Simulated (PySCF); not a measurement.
**RuS3: a ladder of methods**

How much do the numbers for RuS3 (singlet) hang on the method? All levels run at one geometry, the PBE0 minimum.

The runs use PySCF 2.14.0; several methods, basis Ru def2-SVP with ECP28, S def2-SVP, scalar-relativistic core potentials, no spin–orbit coupling, density fitting.

## Step 1: The starting structure

4 atoms, charge 0, spin multiplicity 1.

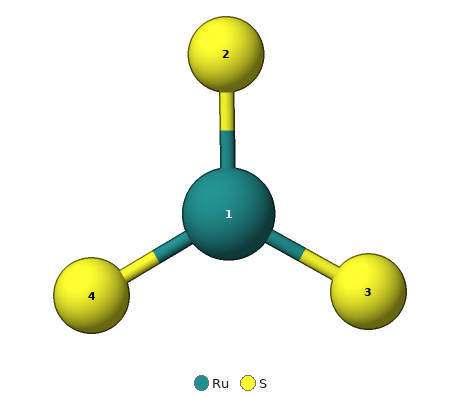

Start geometry, drawn with ruthenium teal, sulfur yellow; atoms are numbered from 1 in the order of the file.

```xyz
4
charge 0 multiplicity 1
Ru    0.0000    0.0000    0.0000
S     2.0510    0.0000    0.0000
S    -1.0255    1.7762    0.0000
S    -1.0255   -1.7762    0.0000
```

## Step 2: Density, ELF and potential

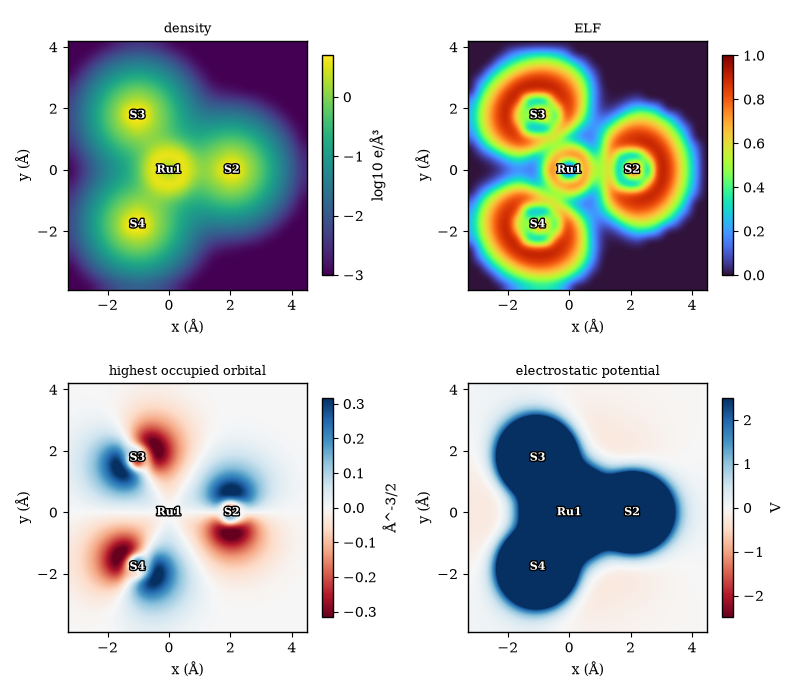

The plane holds Ru1 at (0.00, 0.00), S2 at (2.05, 0.00), S3 at (-1.03, 1.78), S4 at (-1.03, -1.78) Å. ELF is set to 0 where the density is under 0.005 e/Å³; an orbital's overall sign is arbitrary. The potential's colours end at ±2.5 V. Electrons inside core potentials are absent.

Values on the line from Ru1 (at 0) through S2 (at 2.051 Å):

```tsv
distance (Å)	density (e/Å³)	ELF	electrostatic potential (V)
-0.72	2.82	0.708	47
0.82	1.84	0.458	32.7
1.03	1.13	0.449	20.6
1.23	1.23	0.725	24.4
1.44	1.47	0.344	48.3
1.64	3.86	0.165	116
1.85	61.1	0.856	410
2.15	181	0.279	1.28e+03
2.36	15.3	0.734	197
2.56	1.73	0.107	72.4
2.77	1.07	0.799	30.3
2.97	0.611	0.932	13
3.18	0.295	0.907	5.74
```

Making the fields took 1.2 s on 2 threads of Arm Neoverse V1, shared host.

## Step 3: PBE0

One driver script runs all steps and calls PySCF; scf.py shows the equivalent input of each level. Each SCF starts from the density of the minimum. The driver also runs the species with one electron less or more at the same geometry; their logs are not shown.

scf.py

```python
from pyscf import gto, scf, dft
mol = gto.M(atom='''
Ru     0.000000    -0.000000     0.000000
S      2.051017    -0.000009    -0.000001
S     -1.025501     1.776237    -0.000000
S     -1.025516    -1.776229     0.000001''',
    basis={'Ru': 'def2-SVP', 'S': 'def2-SVP'},
    ecp={'Ru': 'def2-SVP'},
    charge=0, spin=0)
mf = dft.RKS(mol, xc='PBE0')
mf.grids.atom_grid = (75, 302)
aux = {'Ru': 'def2-universal-JKFIT', 'S': 'def2-universal-JKFIT'}
mf = mf.density_fit(auxbasis=aux)
mf.conv_tol = 1e-08
mf.diis_space = 10
mf.max_cycle = 60
mf.verbose = 4
mf.kernel()
```

Started as:

```console
> OMP_NUM_THREADS=2 python axn.py task.json out
```

Log:

```text
init E= -1288.69794396175
  HOMO = -0.282157776065185  LUMO = -0.167813328418777  gap/eV = 3.11147
cycle= 1 E= -1288.69794396076  delta_E= 9.9e-10  |g|= 6.92e-05  |ddm|= 5.68e-05
  HOMO = -0.282157657753428  LUMO = -0.167801882421132  gap/eV = 3.11178
Extra cycle  E= -1288.69794393622  delta_E= 2.45e-08  |g|= 0.000344  |ddm|= 0.000282
converged SCF energy = -1288.69794393622
```

This level, with the species of one electron less or more, took 3.2 s.

```
energy                        : -1288.697944 Eh
one electron less (charge +1) : -1288.344934 Eh (doublet, ⟨S²⟩ 0.84)
one electron more (charge -1) : -1288.800493 Eh (doublet, ⟨S²⟩ 0.80)
Mulliken charge of Ru1        : +0.04 e
```

## Step 4: HF

Edit scf.py of step 3 so:

```diff
@@ -10,2 +10 @@
-mf = dft.RKS(mol, xc='PBE0')
-mf.grids.atom_grid = (75, 302)
+mf = scf.RHF(mol)
```

Log:

```text
init E= -1286.18078383597
  HOMO = -0.350685849108747  LUMO = -0.0333688479210261  gap/eV = 8.63464
cycle= 1 E= -1286.19770371602  delta_E= -0.0169  |g|= 0.198  |ddm|= 0.408
  HOMO = -0.368748691972226  LUMO = -0.0792382980224506  gap/eV = 7.87798
cycle= 2 E= -1286.17362442994  delta_E= 0.0241  |g|= 0.392  |ddm|= 0.459
  HOMO = -0.366074845950837  LUMO = -0.0524858050977236  gap/eV = 8.53319
cycle= 3 E= -1286.20703872896  delta_E= -0.0334  |g|= 0.0287  |ddm|= 0.31
  HOMO = -0.36666699213047  LUMO = -0.0513504553705309  gap/eV = 8.58020
cycle= 4 E= -1286.20753191032  delta_E= -0.000493  |g|= 0.00594  |ddm|= 0.062
  HOMO = -0.368176076838935  LUMO = -0.0519645699035896  gap/eV = 8.60455
cycle= 5 E= -1286.20758459543  delta_E= -5.27e-05  |g|= 0.00375  |ddm|= 0.0188
  HOMO = -0.368698759542071  LUMO = -0.051821725910841  gap/eV = 8.62266
cycle= 6 E= -1286.20760810951  delta_E= -2.35e-05  |g|= 0.00142  |ddm|= 0.0158
  HOMO = -0.369079774985009  LUMO = -0.051912241285297  gap/eV = 8.63057
cycle= 7 E= -1286.20761165668  delta_E= -3.55e-06  |g|= 0.000361  |ddm|= 0.00765
  HOMO = -0.36907652898626  LUMO = -0.0519057832904318  gap/eV = 8.63066
cycle= 8 E= -1286.20761184476  delta_E= -1.88e-07  |g|= 0.00017  |ddm|= 0.0014
  HOMO = -0.369072486870424  LUMO = -0.0519158169887707  gap/eV = 8.63027
cycle= 9 E= -1286.20761191139  delta_E= -6.66e-08  |g|= 9.61e-05  |ddm|= 0.000891
  HOMO = -0.369066028896971  LUMO = -0.0519176218869973  gap/eV = 8.63005
cycle= 10 E= -1286.20761192611  delta_E= -1.47e-08  |g|= 5.4e-05  |ddm|= 0.000489
  HOMO = -0.369062413762303  LUMO = -0.0519149870766535  gap/eV = 8.63002
cycle= 11 E= -1286.20761192841  delta_E= -2.3e-09  |g|= 6.18e-06  |ddm|= 0.000209
  HOMO = -0.369061957607518  LUMO = -0.0519152578828127  gap/eV = 8.63000
Extra cycle  E= -1286.20761192844  delta_E= -2.77e-11  |g|= 4.45e-06  |ddm|= 1.75e-05
converged SCF energy = -1286.20761192844
```

This level, with the species of one electron less or more, took 3.3 s.

- energy: -1286.207612 Eh
- one electron less (charge +1): -1285.894602 Eh (doublet, ⟨S²⟩ 1.45)
- one electron more (charge -1): -1286.326626 Eh (doublet, ⟨S²⟩ 1.15)
- Mulliken charge of Ru1: +0.15 e

## Step 5: PBE

Edit scf.py of step 4 so:

```diff
@@ -10 +10,2 @@
-mf = scf.RHF(mol)
+mf = dft.RKS(mol, xc='PBE')
+mf.grids.atom_grid = (75, 302)
```

Log:

```text
init E= -1288.69378479586
  HOMO = -0.237945518320514  LUMO = -0.196537402640077  gap/eV = 1.12677
cycle= 1 E= -1288.69272886535  delta_E= 0.00106  |g|= 0.14  |ddm|= 0.219
  HOMO = -0.195313824563336  LUMO = -0.166496942809868  gap/eV = 0.78415
cycle= 2 E= -1288.47536220723  delta_E= 0.217  |g|= 0.995  |ddm|= 0.76
  HOMO = -0.232938145534745  LUMO = -0.190447622586796  gap/eV = 1.15623
cycle= 3 E= -1288.69661663011  delta_E= -0.221  |g|= 0.0314  |ddm|= 0.695
  HOMO = -0.232694817991888  LUMO = -0.191559374625197  gap/eV = 1.11935
cycle= 4 E= -1288.69686779381  delta_E= -0.000251  |g|= 0.00395  |ddm|= 0.0345
  HOMO = -0.23235587625534  LUMO = -0.191273341069102  gap/eV = 1.11791
cycle= 5 E= -1288.69687125908  delta_E= -3.47e-06  |g|= 0.000433  |ddm|= 0.00453
  HOMO = -0.232388478965213  LUMO = -0.191295437628853  gap/eV = 1.11820
cycle= 6 E= -1288.6968707199  delta_E= 5.39e-07  |g|= 0.00127  |ddm|= 0.00196
  HOMO = -0.232391131155308  LUMO = -0.191278133017898  gap/eV = 1.11874
cycle= 7 E= -1288.69687132229  delta_E= -6.02e-07  |g|= 5.74e-05  |ddm|= 0.00157
  HOMO = -0.232390152502575  LUMO = -0.191277991175663  gap/eV = 1.11872
cycle= 8 E= -1288.6968713231  delta_E= -8.09e-10  |g|= 1.69e-05  |ddm|= 6.63e-05
  HOMO = -0.232383616833854  LUMO = -0.191273311908655  gap/eV = 1.11867
Extra cycle  E= -1288.69687132044  delta_E= 2.66e-09  |g|= 0.000111  |ddm|= 9.26e-05
converged SCF energy = -1288.69687132044
```

This level, with the species of one electron less or more, took 41 s.

* energy: -1288.696871 Eh
* one electron less (charge +1): -1288.357355 Eh (doublet, ⟨S²⟩ 0.76)
* one electron more (charge -1): -1288.784264 Eh (doublet, ⟨S²⟩ 0.76)
* Mulliken charge of Ru1: -0.00 e

## Step 6: B3LYP

Edit scf.py of step 5 so:

```diff
@@ -10 +10 @@
-mf = dft.RKS(mol, xc='PBE')
+mf = dft.RKS(mol, xc='B3LYP')
```

Log:

```text
init E= -1289.21392366132
  HOMO = -0.272969936345881  LUMO = -0.171616738748735  gap/eV = 2.75796
cycle= 1 E= -1289.2147607631  delta_E= -0.000837  |g|= 0.0209  |ddm|= 0.157
  HOMO = -0.268770954638146  LUMO = -0.16659374838485  gap/eV = 2.78038
cycle= 2 E= -1289.21473888898  delta_E= 2.19e-05  |g|= 0.0265  |ddm|= 0.0623
  HOMO = -0.270176195721825  LUMO = -0.169630373312379  gap/eV = 2.73599
cycle= 3 E= -1289.2145589941  delta_E= 0.00018  |g|= 0.039  |ddm|= 0.0438
  HOMO = -0.27072434933495  LUMO = -0.169208715745011  gap/eV = 2.76238
cycle= 4 E= -1289.21489283238  delta_E= -0.000334  |g|= 0.00177  |ddm|= 0.0265
  HOMO = -0.270743094378816  LUMO = -0.169183466891016  gap/eV = 2.76358
cycle= 5 E= -1289.21489353165  delta_E= -6.99e-07  |g|= 0.000109  |ddm|= 0.00145
  HOMO = -0.270755293386091  LUMO = -0.169193207679988  gap/eV = 2.76365
cycle= 6 E= -1289.21489353044  delta_E= 1.21e-09  |g|= 0.000109  |ddm|= 0.000203
  HOMO = -0.270755176218285  LUMO = -0.16919284735791  gap/eV = 2.76365
cycle= 7 E= -1289.21489353363  delta_E= -3.19e-09  |g|= 5.14e-05  |ddm|= 0.000174
  HOMO = -0.270752572595042  LUMO = -0.16918839835003  gap/eV = 2.76370
Extra cycle  E= -1289.21489352091  delta_E= 1.27e-08  |g|= 0.000209  |ddm|= 0.000278
converged SCF energy = -1289.21489352091
```

This level, with the species of one electron less or more, took 6.4 s on 2 threads of Arm Neoverse V1, shared host.

* energy: -1289.214894 Eh
* one electron less (charge +1): -1288.865601 Eh (doublet, ⟨S²⟩ 0.80)
* one electron more (charge -1): -1289.310532 Eh (doublet, ⟨S²⟩ 0.78)
* Mulliken charge of Ru1: +0.03 e

## Step 7: r2SCAN

Edit scf.py of step 6 so:

```diff
@@ -10,2 +10,2 @@
-mf = dft.RKS(mol, xc='B3LYP')
-mf.grids.atom_grid = (75, 302)
+mf = dft.RKS(mol, xc='R2SCAN')
+mf.grids.atom_grid = (90, 434)
```

Log:

```text
init E= -1289.12706461374
  HOMO = -0.25048748476977  LUMO = -0.198313031790553  gap/eV = 1.41974
cycle= 1 E= -1289.12696758636  delta_E= 9.7e-05  |g|= 0.0874  |ddm|= 0.183
  HOMO = -0.226939076587388  LUMO = -0.183088709473884  gap/eV = 1.19323
cycle= 2 E= -1289.05468947826  delta_E= 0.0723  |g|= 0.578  |ddm|= 0.437
  HOMO = -0.249788886858678  LUMO = -0.19715630543355  gap/eV = 1.43221
cycle= 3 E= -1289.12846146436  delta_E= -0.0738  |g|= 0.019  |ddm|=  0.4
  HOMO = -0.248810344918105  LUMO = -0.196794656611093  gap/eV = 1.41542
cycle= 4 E= -1289.12855341176  delta_E= -9.19e-05  |g|= 0.00186  |ddm|= 0.0182
  HOMO = -0.248701001442762  LUMO = -0.196764972981996  gap/eV = 1.41325
cycle= 5 E= -1289.12855407933  delta_E= -6.68e-07  |g|= 0.000584  |ddm|= 0.00194
  HOMO = -0.24870053277399  LUMO = -0.196765370256022  gap/eV = 1.41323
cycle= 6 E= -1289.12855396969  delta_E= 1.1e-07  |g|= 0.000793  |ddm|= 0.00167
  HOMO = -0.24870251727218  LUMO = -0.196745771698771  gap/eV = 1.41382
cycle= 7 E= -1289.12855420727  delta_E= -2.38e-07  |g|= 2.12e-05  |ddm|= 0.000978
  HOMO = -0.248705772144146  LUMO = -0.196749550312031  gap/eV = 1.41380
cycle= 8 E= -1289.12855420739  delta_E= -1.21e-10  |g|= 1.62e-06  |ddm|= 3.48e-05
  HOMO = -0.248705567889465  LUMO = -0.196749173841471  gap/eV = 1.41381
Extra cycle  E= -1289.12855420739  delta_E= -1.82e-12  |g|= 2.77e-06  |ddm|= 5.37e-06
converged SCF energy = -1289.12855420739
```

This level, with the species of one electron less or more, took 18 s.

```
energy                        : -1289.128554 Eh
one electron less (charge +1) : -1288.775366 Eh (doublet, ⟨S²⟩ 0.79)
one electron more (charge -1) : -1289.226421 Eh (doublet, ⟨S²⟩ 0.78)
Mulliken charge of Ru1        : +0.12 e
```

## Step 8: TPSSh

Edit scf.py of step 7 so:

```diff
@@ -10 +10 @@
-mf = dft.RKS(mol, xc='R2SCAN')
+mf = dft.RKS(mol, xc='TPSSH')
```

Log:

```text
init E= -1289.17129407098
  HOMO = -0.260547619172283  LUMO = -0.182106124738368  gap/eV = 2.13450
cycle= 1 E= -1289.17100300732  delta_E= 0.000291  |g|= 0.0618  |ddm|= 0.106
  HOMO = -0.263092583906513  LUMO = -0.191090521919167  gap/eV = 1.95928
cycle= 2 E= -1289.14075887177  delta_E= 0.0302  |g|= 0.377  |ddm|=  0.3
  HOMO = -0.263083787623853  LUMO = -0.182560699549811  gap/eV = 2.19114
cycle= 3 E= -1289.1718635405  delta_E= -0.0311  |g|= 0.00608  |ddm|= 0.251
  HOMO = -0.263032275865188  LUMO = -0.182794410768864  gap/eV = 2.18338
cycle= 4 E= -1289.17187351967  delta_E= -9.98e-06  |g|= 0.00046  |ddm|= 0.00775
  HOMO = -0.262985241502439  LUMO = -0.182757521865125  gap/eV = 2.18311
cycle= 5 E= -1289.17187357216  delta_E= -5.25e-08  |g|= 6.42e-05  |ddm|= 0.000662
  HOMO = -0.262983224108502  LUMO = -0.182754544520736  gap/eV = 2.18313
cycle= 6 E= -1289.17187356686  delta_E= 5.3e-09  |g|= 0.000135  |ddm|= 0.000229
  HOMO = -0.262983863293097  LUMO = -0.182752363329132  gap/eV = 2.18321
cycle= 7 E= -1289.17187357322  delta_E= -6.37e-09  |g|= 2.97e-05  |ddm|= 0.000193
  HOMO = -0.262988936437798  LUMO = -0.182758398633964  gap/eV = 2.18318
Extra cycle  E= -1289.17187356772  delta_E= 5.5e-09  |g|= 0.000131  |ddm|= 0.000182
converged SCF energy = -1289.17187356772
```

This level, with the species of one electron less or more, took 16 s.

```
energy                        : -1289.171874 Eh
one electron less (charge +1) : -1288.820054 Eh (doublet, ⟨S²⟩ 0.80)
one electron more (charge -1) : -1289.268763 Eh (doublet, ⟨S²⟩ 0.78)
Mulliken charge of Ru1        : +0.10 e
```

## Step 9: r2SCAN0

Edit scf.py of step 8 so:

```diff
@@ -10 +10 @@
-mf = dft.RKS(mol, xc='TPSSH')
+mf = dft.RKS(mol, xc='HYB_MGGA_XC_R2SCAN0')
```

Log:

```text
init E= -1289.01252368126
  HOMO = -0.287422661398675  LUMO = -0.168807337527187  gap/eV = 3.22769
cycle= 1 E= -1289.01321927932  delta_E= -0.000696  |g|= 0.00985  |ddm|= 0.112
  HOMO = -0.290373435647138  LUMO = -0.172711131588261  gap/eV = 3.20175
cycle= 2 E= -1289.01303740024  delta_E= 0.000182  |g|= 0.0313  |ddm|= 0.0343
  HOMO = -0.290070444781698  LUMO = -0.171263700307442  gap/eV = 3.23290
cycle= 3 E= -1289.01323423325  delta_E= -0.000197  |g|= 0.00853  |ddm|= 0.0268
  HOMO = -0.289532168669759  LUMO = -0.170954551792188  gap/eV = 3.22666
cycle= 4 E= -1289.01325021445  delta_E= -1.6e-05  |g|= 0.000952  |ddm|= 0.00672
  HOMO = -0.289525297798851  LUMO = -0.170961419729611  gap/eV = 3.22629
cycle= 5 E= -1289.01325044378  delta_E= -2.29e-07  |g|= 6.09e-05  |ddm|= 0.00141
  HOMO = -0.289525592808914  LUMO = -0.170963594068618  gap/eV = 3.22624
cycle= 6 E= -1289.01325044116  delta_E= 2.62e-09  |g|= 0.000122  |ddm|= 0.00026
  HOMO = -0.289526071081167  LUMO = -0.170960230840028  gap/eV = 3.22634
cycle= 7 E= -1289.01325044615  delta_E= -4.99e-09  |g|= 3.01e-05  |ddm|= 0.000168
  HOMO = -0.289527257896703  LUMO = -0.170966277427835  gap/eV = 3.22621
Extra cycle  E= -1289.01325044285  delta_E= 3.29e-09  |g|= 0.000115  |ddm|= 0.00014
converged SCF energy = -1289.01325044285
```

This level, with the species of one electron less or more, took 17 s.

| Item | Value |
| --- | --- |
| energy | -1289.013250 Eh |
| one electron less (charge +1) | -1288.657294 Eh (doublet, ⟨S²⟩ 0.93) |
| one electron more (charge -1) | -1289.123085 Eh (doublet, ⟨S²⟩ 0.82) |
| Mulliken charge of Ru1 | +0.10 e |

## Step 10: M06

Edit scf.py of step 9 so:

```diff
@@ -10 +10 @@
-mf = dft.RKS(mol, xc='HYB_MGGA_XC_R2SCAN0')
+mf = dft.RKS(mol, xc='M06')
```

Log:

```text
init E= -1289.08173280775
  HOMO = -0.282208675055781  LUMO = -0.170329784151037  gap/eV = 3.04438
cycle= 1 E= -1289.08349177851  delta_E= -0.00176  |g|= 0.033  |ddm|= 0.234
  HOMO = -0.273709972227788  LUMO = -0.161430673653941  gap/eV = 3.05528
cycle= 2 E= -1289.08251852315  delta_E= 0.000973  |g|= 0.077  |ddm|= 0.102
  HOMO = -0.277140989898138  LUMO = -0.166160220375312  gap/eV = 3.01994
cycle= 3 E= -1289.08322132871  delta_E= -0.000703  |g|= 0.0502  |ddm|= 0.0844
  HOMO = -0.278650570522979  LUMO = -0.16636094236249  gap/eV = 3.05556
cycle= 4 E= -1289.0837781455  delta_E= -0.000557  |g|= 0.00459  |ddm|= 0.0367
  HOMO = -0.278533107937736  LUMO = -0.166237897129169  gap/eV = 3.05571
cycle= 5 E= -1289.08378259351  delta_E= -4.45e-06  |g|= 0.000338  |ddm|= 0.0044
  HOMO = -0.278529314462787  LUMO = -0.166253397498148  gap/eV = 3.05518
cycle= 6 E= -1289.08378253561  delta_E= 5.79e-08  |g|= 0.000515  |ddm|= 0.000934
  HOMO = -0.278526749230753  LUMO = -0.166239405143976  gap/eV = 3.05549
cycle= 7 E= -1289.08378262843  delta_E= -9.28e-08  |g|= 4.31e-05  |ddm|= 0.000625
  HOMO = -0.278521863269353  LUMO = -0.166236604541697  gap/eV = 3.05544
cycle= 8 E= -1289.08378262897  delta_E= -5.4e-10  |g|= 7.08e-06  |ddm|= 6.02e-05
  HOMO = -0.278520641089964  LUMO = -0.16623623922657  gap/eV = 3.05541
Extra cycle  E= -1289.08378262889  delta_E= 8.46e-11  |g|= 2.19e-05  |ddm|= 1.98e-05
converged SCF energy = -1289.08378262889
```

This level, with the species of one electron less or more, took 15 s on 2 threads of Arm Neoverse V1, shared host.

| Quantity | Value |
| --- | --- |
| energy | -1289.083783 Eh |
| one electron less (charge +1) | -1288.728664 Eh (doublet, ⟨S²⟩ 0.79) |
| one electron more (charge -1) | -1289.178966 Eh (doublet, ⟨S²⟩ 0.77) |
| Mulliken charge of Ru1 | +0.10 e |

## Step 11: All levels side by side

| level | atomisation energy (kJ/mol) | vertical ionisation energy (eV) | vertical electron affinity (eV) | −ε(HOMO) (eV) | gap (eV) | wall time |
| --- | --- | --- | --- | --- | --- | --- |
| PBE0 | 1086 | 9.61 | 2.79 | 7.68 | 3.11 | 3.2 s |
| HF | 26 | 8.52 | 3.24 | 10.04 | 8.63 | 3.3 s |
| PBE | 1318 | 9.24 | 2.38 | 6.32 | 1.12 | 41 s |
| B3LYP | 1089 | 9.50 | 2.60 | 7.37 | 2.76 | 6.4 s |
| r2SCAN | – | 9.61 | 2.66 | 6.77 | 1.41 | 18 s |
| TPSSh | 1150 | 9.57 | 2.64 | 7.16 | 2.18 | 16 s |
| r2SCAN0 | – | 9.69 | 2.99 | 7.88 | 3.23 | 17 s |
| M06 | – | 9.66 | 2.59 | 7.58 | 3.06 | 15 s |

Times are for 2 threads of Arm Neoverse V1, shared host; PBE0 starts from its own converged density, so its time is not comparable. A dash stands where a species or a free atom was not run at that level, or the quantity is not defined.

Atomisation goes to high-spin atoms in their ground configurations, run at the same level, without zero-point energy.

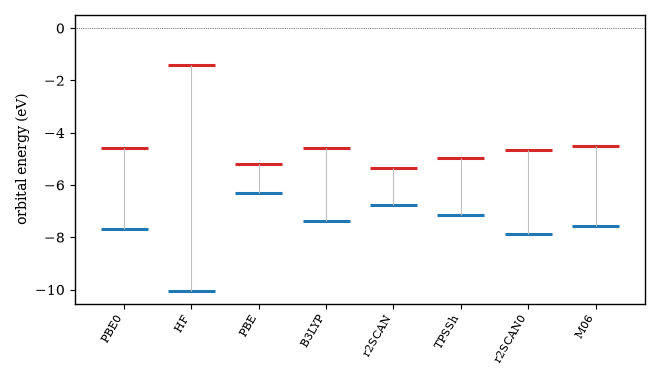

Highest occupied (blue) and lowest empty (red) levels by method.

## Step 12: Outcome

```
                         quantity                           value
        atomisation energy, range    26 (HF) to 1318 (PBE) kJ/mol
vertical ionisation energy, range  8.52 (HF) to 9.69 (r2SCAN0) eV
vertical electron affinity, range      2.38 (PBE) to 3.24 (HF) eV
               orbital gap, range      1.12 (PBE) to 8.63 (HF) eV
```

In words: The atomisation energy spreads over 1293 kJ/mol, from HF to PBE; without a CCSD(T) value for it there is no yardstick here. Spin contamination is strong in at least one of the open-shell species at HF. Without diffuse functions electron affinities tend to come out too low. Whether spin polarisation would lower the closed shell was not checked.
